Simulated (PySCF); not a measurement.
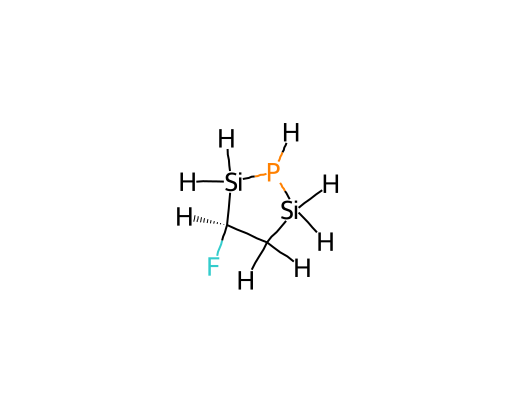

Source: calculation with PySCF.

2D structure.

Transcribe the drawing into SMILES.

F[C@@H]1C[SiH2]P[SiH2]1

Give the formula, hydrogens included.

C2H8FPSi2.

An optimisation with GFN2-xTB gave a structure of which point group?

C1.
